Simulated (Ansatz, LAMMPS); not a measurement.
**Molecular dynamics of glassy 85GeO2-15Li2O (mol %) (78 atoms)**

Aim: follow glassy 85GeO2-15Li2O (mol %) (78 atoms) for a short time with forces from DFT, then look at structure and electrons in the last frame.

Method: Kohn-Sham DFT, PBE, PAW (set soft_2), plane waves, in Ansatz 0.2.0.

### 1. The starting structure

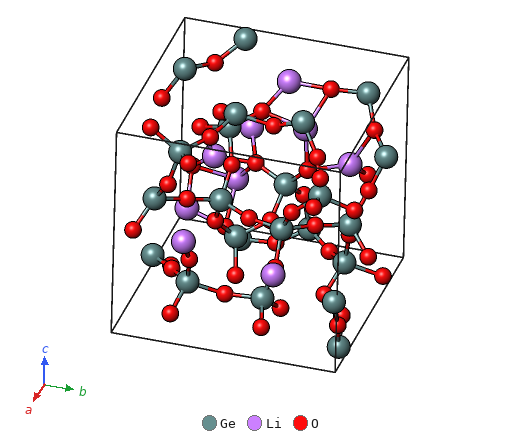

The starting structure, seen slightly off an axis (germanium teal, lithium purple, oxygen red). Bonds to atoms that aren't drawn are left out. Some periodic images of atoms are drawn too.

The cell holds 78 atoms: 22 Ge, 8 Li and 48 O. Its edges and angles: a = 10.364 Å, b = 10.364 Å, c = 10.364 Å, α = 90.0°, β = 90.0°, γ = 90.0°. 78 atoms (22 Ge, 8 Li, 48 O) placed at random at 3.6 g/cm³, melted at 4000 K for 10 ps at fixed volume with the Morse and Coulomb pair potential with partial charges (Pedone, Malavasi, Menziani, Cormack and Segre, J. Phys. Chem. B 110, 11780 (2006)). Quenched from 4000 K to 300 K at 10 K/ps and fixed volume, held 10 ps at zero pressure.

Limits known from the start: The quench rate of 10 K/ps far exceeds what a furnace or splat quench reaches, so expect more defects and frozen-in strain than in a real sample. The network of bonds at the start is that of the classical potential that made the cell, and needn't be the one that DFT or experiment would give. Sampling is at Γ alone, for a cell whose shortest periodic width is 10 Å.

### 2. Single point at the start

The forces at the start show how far the geometry lies from a minimum of this functional.

Contents of input.yaml:

```yaml
crystal:
  lattice:
    - [10.36408, 0.0, 0.0]
    - [0.0, 10.36408, 0.0]
    - [0.0, 0.0, 10.36408]
  atoms:
    - { symbol: Ge, position: [0.98795, 0.98284, 0.34205] }
    - { symbol: Ge, position: [0.64539, 0.64199, 0.44172] }
    - { symbol: Ge, position: [0.27933, 0.99261, 0.66214] }
    - { symbol: Ge, position: [0.32802, 0.10093, 0.95235] }
    [... 68 atom lines left out ...]
    - { symbol: O, position: [0.82934, 0.18514, 0.67964] }
    - { symbol: O, position: [0.63532, 0.21493, 0.50241] }
    - { symbol: O, position: [0.96882, 0.25145, 0.12733] }
    - { symbol: O, position: [0.15323, 0.37728, 0.43662] }
    - { symbol: O, position: [0.05327, 0.67366, 0.80733] }
    - { symbol: O, position: [0.46891, 0.10352, 0.05217] }
kpoints:
  mp_grid: { grid: [1, 1, 1] }
hamiltonian:
  xc: pbe
scf:
  occupations: { method: fermi_dirac, width: 0.078 }
output:
  forces: true
  stress: true
```

The run is started by

```
ansatz run input.yaml --threads 4 --pin off --max-ram 8192MiB --backend cpu --events-out ev --progress --plain --runs-dir out
```

The job ended after 19 s (4 threads of Arm Neoverse N1, shared host; peak memory 1.5 GiB; 72 s of CPU time).

The run gave:

| Property | Result |
| --- | --- |
| free energy | -123361.0188 eV |
| free energy per atom | -1581.5515 eV/atom |
| SCF cycles | 9 |
| pressure | 6.845 GPa |
| r.m.s. force component | 1.172 eV/Å |
| longest force | 4.455 eV/Å |
| Fermi energy | 4.712 eV |

The r.m.s. force component of 1.2 eV/Å and the pressure of 6.8 GPa set the starting point.

Neighbours are counted within 2.08 Å (O-Ge), 2.58 Å (O-Li).

Length of the force by element and coordination:

| element | coordination | atoms | mean length of the force (eV/Å) | spread | least | most |
| --- | --- | --- | --- | --- | --- | --- |
| Ge | all | 22 | 1.90 | 0.780 | 0.677 | 3.64 |
| Li | all | 8 | 0.661 | 0.302 | 0.295 | 1.31 |
| Li | 2 | 1 | 0.888 | 0 | 0.888 | 0.888 |
| Li | 3 | 4 | 0.785 | 0.303 | 0.593 | 1.31 |
| Li | 4 | 2 | 0.482 | 0.165 | 0.317 | 0.647 |
| Li | 5 | 1 | 0.295 | 0 | 0.295 | 0.295 |
| O | all | 48 | 1.94 | 0.944 | 0.312 | 4.46 |
| O | 2 | 31 | 1.68 | 0.851 | 0.312 | 4.34 |
| O | 3 | 15 | 2.37 | 0.957 | 0.860 | 4.46 |
| O | 4 | 2 | 2.78 | 0.442 | 2.34 | 3.23 |

### 3. Dynamics at 900 K

A Langevin thermostat couples each atom to a heat bath, at the price of damped dynamics. The time step is 1.0 fs.

Changes to input.yaml since step 2:

```diff
@@ -16 +16,8 @@
   stress: true
+md:
+  timestep: 1.0
+  n_steps: 330
+  ensemble: nvt_langevin
+  temperature: 900
+  initial_velocities: maxwell_boltzmann
+  seed: 9359
```

Run time: 82 min. Hardware: 4 threads; peak memory 1.6 GiB; 5.2 h of CPU time.

The run stopped at its limit before the end that the input asks for; the steps made so far are sound.

The trajectory, sampled:

| time (fs) | T (K) | potential (meV/atom) |
| --- | --- | --- |
| 0.0 | 888 | 0.0 |
| 20.0 | 975 | -25.1 |
| 41.0 | 779 | 12.6 |
| 61.0 | 896 | -7.8 |
| 82.0 | 891 | -11.0 |
| 102.0 | 808 | 3.1 |
| 122.0 | 980 | -1.8 |
| 143.0 | 764 | 30.7 |
| 163.0 | 974 | 9.6 |
| 184.0 | 874 | 17.9 |
| 204.0 | 912 | 16.4 |
| 224.0 | 935 | 18.9 |
| 245.0 | 1065 | 3.5 |
| 265.0 | 973 | 11.5 |
| 286.0 | 1042 | 4.6 |
| 306.0 | 897 | 14.9 |

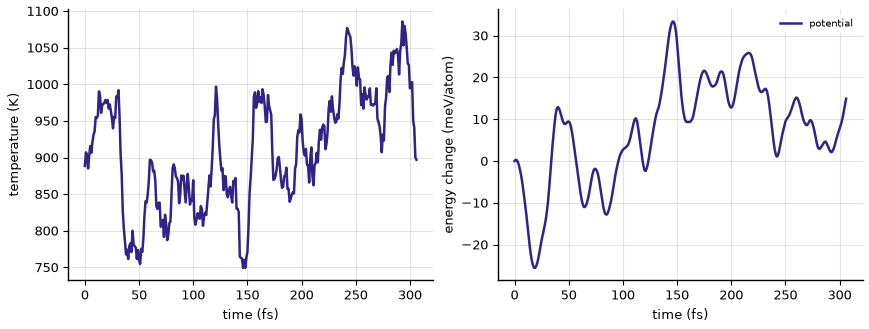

Temperature and energies against time.

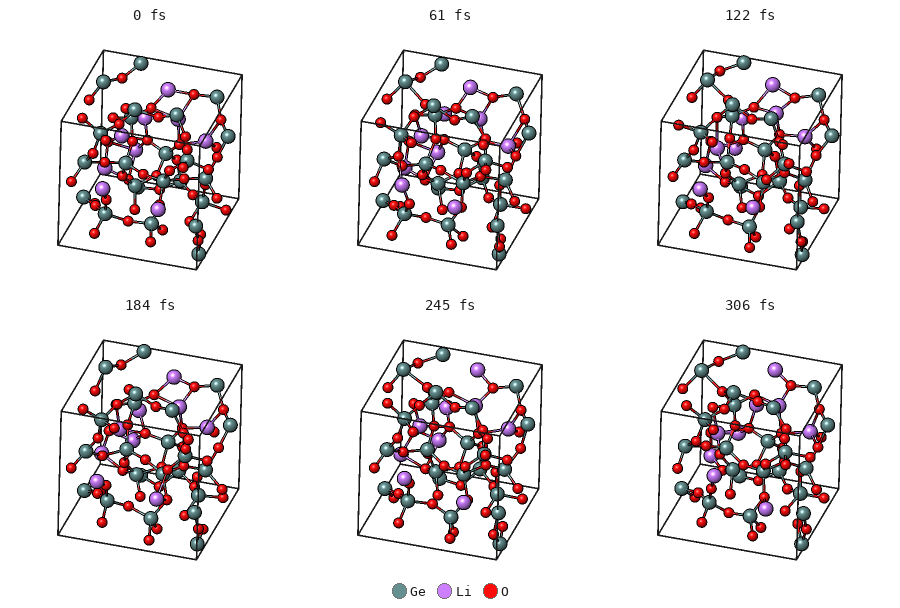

6 frames of the run. Bonds to atoms that aren't drawn are left out.

Mean square displacement from the first frame to the last: Ge 0.10 Å², Li 0.58 Å², O 0.19 Å².

Mean square displacement against time lag:

| time lag (fs) | Ge (Å²) | Li (Å²) | O (Å²) |
| --- | --- | --- | --- |
| 1.0 | 3.3e-5 | 2.8e-4 | 1.4e-4 |
| 13.0 | 0.00505 | 0.0408 | 0.0206 |
| 26.0 | 0.0166 | 0.125 | 0.0600 |
| 39.0 | 0.0296 | 0.205 | 0.0977 |
| 45.0 | 0.0354 | 0.237 | 0.114 |
| 58.0 | 0.0466 | 0.301 | 0.148 |
| 70.0 | 0.0554 | 0.363 | 0.171 |
| 83.0 | 0.0640 | 0.424 | 0.192 |
| 96.0 | 0.0721 | 0.468 | 0.211 |
| 108.0 | 0.0782 | 0.491 | 0.222 |
| 115.0 | 0.0809 | 0.495 | 0.227 |
| 127.0 | 0.0844 | 0.487 | 0.235 |
| 140.0 | 0.0866 | 0.461 | 0.243 |
| 153.0 | 0.0873 | 0.433 | 0.250 |

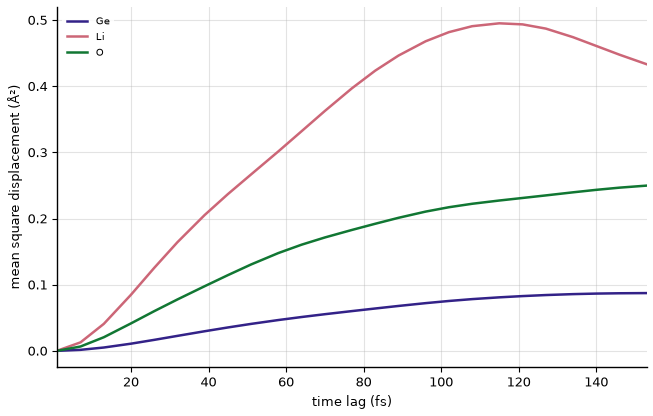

Mean square displacement against time lag.

Over the second half of 306 fs the temperature averages 959 K with swings of 61 K r.m.s. From first frame to last Li has the largest mean square displacement, 0.58 Å² at the end; the farthest move is 1.06 Å. The run spans 0.31 ps, too short for its means to be equilibrium values.

### 4. Distances and neighbours late in the run

The g(r) is a mean over the second half; what follows it is taken at the last frame.

Bonds before and after, by the cutoffs listed below:

| pair | bonds before | bonds after | mean before (Å) | mean after (Å) | spread before (Å) | spread after (Å) |
| --- | --- | --- | --- | --- | --- | --- |
| O-Ge | 88 | 89 | 1.730 | 1.801 | 0.041 | 0.087 |

Density 3.61 g/cm³, 14.27 Å³ an atom.

Mean of 14 frames. g(r), total and by pair (bins of 0.2 Å):

| r (Å) | total | O-O | O-Ge | O-Li | Ge-Ge | Ge-Li | Li-Li |
| --- | --- | --- | --- | --- | --- | --- | --- |
| 1.50 | 0.02 | 0.00 | 0.02 | 0.07 | 0.00 | 0.00 | 0.00 |
| 1.70 | 2.46 | 0.00 | 6.50 | 1.64 | 0.00 | 0.00 | 0.00 |
| 1.90 | 2.10 | 0.00 | 4.75 | 3.59 | 0.00 | 0.00 | 0.00 |
| 2.10 | 0.31 | 0.00 | 0.23 | 1.79 | 0.00 | 0.00 | 0.21 |
| 2.30 | 0.16 | 0.01 | 0.09 | 0.81 | 0.00 | 0.00 | 2.24 |
| 2.50 | 0.35 | 0.52 | 0.09 | 0.57 | 0.00 | 0.23 | 3.30 |
| 2.70 | 0.96 | 2.05 | 0.04 | 0.54 | 0.00 | 0.99 | 3.94 |
| 2.90 | 1.39 | 2.91 | 0.16 | 0.66 | 0.18 | 2.00 | 1.90 |
| 3.10 | 1.30 | 2.21 | 0.36 | 0.73 | 1.23 | 2.23 | 1.64 |
| 3.30 | 0.97 | 0.96 | 0.49 | 0.61 | 2.79 | 2.05 | 1.46 |
| 3.50 | 0.92 | 0.78 | 0.69 | 0.73 | 2.50 | 1.58 | 0.24 |
| 3.70 | 0.83 | 0.63 | 1.03 | 0.89 | 0.74 | 0.96 | 0.51 |
| 3.90 | 0.88 | 0.53 | 1.30 | 1.19 | 0.55 | 0.45 | 0.45 |
| 4.10 | 1.04 | 0.53 | 1.57 | 1.39 | 0.97 | 0.52 | 0.65 |
| 4.30 | 1.14 | 0.59 | 1.89 | 1.18 | 0.70 | 0.52 | 1.92 |
| 4.50 | 1.19 | 0.74 | 1.82 | 1.35 | 0.75 | 0.60 | 1.66 |
| 4.70 | 1.10 | 0.98 | 1.22 | 1.21 | 0.99 | 1.02 | 1.29 |
| 4.90 | 1.02 | 1.18 | 0.72 | 1.16 | 1.38 | 0.95 | 1.07 |
| 5.10 | 0.96 | 1.27 | 0.57 | 0.91 | 1.29 | 0.98 | 0.80 |

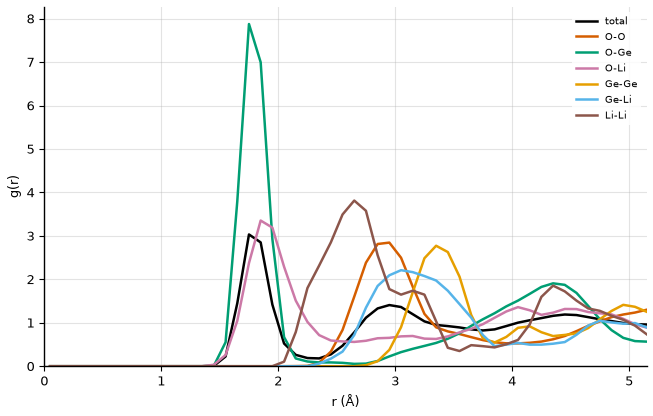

Pair distribution functions, lightly smoothed.

Bonds by pair of elements; cutoffs follow the first minimum of g(r), held within bounds set by covalent radii, and pairs that aren't listed don't count as bonded:

| pair A-B | cutoff (Å) | bonds | mean length (Å) | spread (Å) | shortest (Å) | B about A | A about B |
| --- | --- | --- | --- | --- | --- | --- | --- |
| O-Ge | 2.27 | 89 | 1.80 | 0.087 | 1.65 | 1.85 | 4.04 |
| O-Li | 2.58 | 30 | 2.05 | 0.254 | 1.59 | 0.625 | 3.75 |

The cutoff for O-Li falls short of the minimum of g(r), so counts run low and odd coordinations can be artefacts.

How many atoms have how many bonded neighbours:

| element | mean | 2 | 3 | 4 | 5 |
| --- | --- | --- | --- | --- | --- |
| Ge | 4.04 | 0 | 0 | 21 | 1 |
| Li | 3.75 | 1 | 1 | 5 | 1 |
| O | 2.48 | 27 | 19 | 2 | 0 |

Bond angles, per cent of each kind in bins of 5°:

| angle (°) | O-Ge-O | O-Li-O | Ge-O-Li | Ge-O-Ge | Li-O-Li |
| --- | --- | --- | --- | --- | --- |
| 65–70 | 0.0 | 4.5 | 0.0 | 0.0 | 9.1 |
| 70–75 | 0.0 | 2.3 | 0.0 | 0.0 | 0.0 |
| 75–80 | 0.0 | 11.4 | 4.7 | 0.0 | 9.1 |
| 80–85 | 2.2 | 4.5 | 4.7 | 0.0 | 27.3 |
| 85–90 | 0.7 | 4.5 | 9.3 | 0.0 | 9.1 |
| 90–95 | 7.3 | 6.8 | 9.3 | 0.0 | 0.0 |
| 95–100 | 14.0 | 9.1 | 11.6 | 0.0 | 9.1 |
| 100–105 | 16.2 | 13.6 | 7.0 | 0.0 | 9.1 |
| 105–110 | 11.0 | 2.3 | 9.3 | 2.4 | 0.0 |
| 110–115 | 21.3 | 4.5 | 7.0 | 0.0 | 0.0 |
| 115–120 | 11.8 | 6.8 | 7.0 | 9.5 | 27.3 |
| 120–125 | 8.1 | 6.8 | 2.3 | 14.3 | 0.0 |
| 125–130 | 4.4 | 2.3 | 9.3 | 16.7 | 0.0 |
| 130–135 | 1.5 | 9.1 | 4.7 | 2.4 | 0.0 |
| 135–140 | 0.0 | 2.3 | 0.0 | 7.1 | 0.0 |
| 140–145 | 0.7 | 2.3 | 7.0 | 14.3 | 0.0 |
| 145–150 | 0.0 | 2.3 | 2.3 | 11.9 | 0.0 |
| 150–155 | 0.0 | 2.3 | 0.0 | 2.4 | 0.0 |
| 155–160 | 0.0 | 0.0 | 2.3 | 4.8 | 0.0 |
| 160–165 | 0.0 | 0.0 | 0.0 | 9.5 | 0.0 |
| 165–170 | 0.7 | 0.0 | 0.0 | 2.4 | 0.0 |
| 170–175 | 0.0 | 2.3 | 0.0 | 2.4 | 0.0 |
| 175–180 | 0.0 | 0.0 | 2.3 | 0.0 | 0.0 |

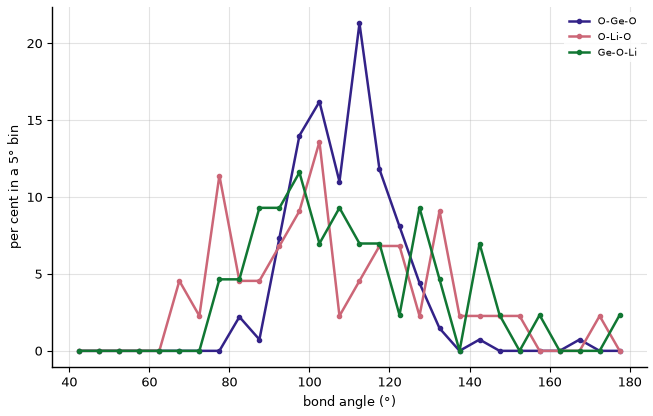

Distributions of the most common bond angles.

Bond angles (no mean is given where the spread exceeds 20°):

| angle | count | mean (°) | spread (°) |
| --- | --- | --- | --- |
| O-Ge-O | 136 | 109 | 12.2 |
| O-Li-O | 44 | - | - |
| Ge-O-Li | 43 | - | - |
| Ge-O-Ge | 42 | 138 | 16 |
| Li-O-Li | 11 | 93.8 | 17 |

Oxygen atoms by the number of network formers (Si, P, Ge, B, Al, As, Ga) bound to them:

| network formers bound to O | O atoms | per cent |
| --- | --- | --- |
| 0 | 0 | 0 |
| 1 | 8 | 16.7 |
| 2 | 39 | 81.2 |
| 3 | 1 | 2.1 |

Network units: each former by its oxygen neighbours and how many of them bridge to another former:

| former | O neighbours | bridging O | atoms |
| --- | --- | --- | --- |
| Ge | 4 | 2 | 2 |
| Ge | 4 | 3 | 4 |
| Ge | 4 | 4 | 15 |
| Ge | 5 | 5 | 1 |

Bond length by coordination (bonds to H left out):

| element | coordination | atoms | mean bond length (Å) |
| --- | --- | --- | --- |
| Ge | 4 | 21 | 1.79 |
| Ge | 5 | 1 | 1.99 |
| Li | 2 | 1 | 2.02 |
| Li | 3 | 1 | 1.92 |
| Li | 4 | 5 | 2.05 |
| Li | 5 | 1 | 2.15 |
| O | 2 | 27 | 1.79 |
| O | 3 | 19 | 1.92 |
| O | 4 | 2 | 2.00 |

Rings of the network by King's shortest-path rule, up to 12 atoms, one path for each pair of neighbours; H, halogens, alkali and alkaline-earth atoms are left out, and the last column divides by all other atoms, bonded or not:

| ring size (atoms) | rings | per network atom |
| --- | --- | --- |
| 6 | 1 | 0.014 |
| 8 | 2 | 0.029 |
| 10 | 5 | 0.071 |
| 12 | 10 | 0.143 |

First main peaks of g(r), for some of the pairs, lie near 3.0 Å (O-O), 1.8 Å (O-Ge), 1.8 Å (O-Li), 3.3 Å (Ge-Ge) and 3.0 Å (Ge-Li). The O-Ge-O angle averages 109° with a spread of 12°. 81 % of the oxygens bridge two formers (Ge) and 17 % are non-bridging; 2 % join three. The commonest Ge unit has 4 oxygens, 4 of them shared with other formers (15 of 22 atoms). Rings of 12 atoms are the most common (56 % of those counted); sizes run from 6 to 12, where the search stops.

### 5. What came out

```json
{
 "mean temperature, second half": "959.3 K",
 "temperature swing, second half": "60.89 K",
 "mean pressure, second half": "-0.5786 GPa",
 "wall time of the 2 DFT runs": "82 min"
}
```

In words: Over the second half of 306 fs the temperature averages 959 K with swings of 61 K r.m.s. The run spans 0.31 ps, too short for its means to be equilibrium values. 81 % of the oxygens bridge two formers (Ge) and 17 % are non-bridging; 2 % join three.

What to keep in mind: The force components of 1.2 eV/Å r.m.s. come partly from thermal motion and partly from the difference between the classical potential and DFT. The pressure of 6.8 GPa is that of one thermal frame at a volume set beforehand, without the kinetic term.

[Logs are printed without paths, hosts, clocks, repeated set-up lines and the standing remarks that a program may print on its own settings, such as how far it seeks lower states.]

[Hosts, paths, dates, database ids (printed as entryN), source tags and the programs' standing remarks are cut or masked in the printed files.]
